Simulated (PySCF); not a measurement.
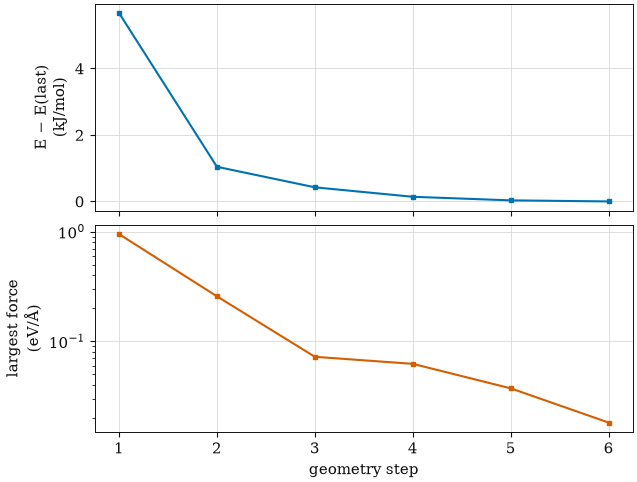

History of a geometry optimisation.

- system: C4H11BO (SMILES COCB(C)C)
- method: PySCF, PBE0-D3(BJ)/def2-SVP, geometry optimisation

How did the optimisation end?

Answer. The optimisation met its thresholds at geometry 6, counting the start as the first. The energy fell by about 5.7 kJ/mol from the first step to the last. The largest force goes from about 0.95 eV/Å at the start to 0.018 eV/Å at the end.
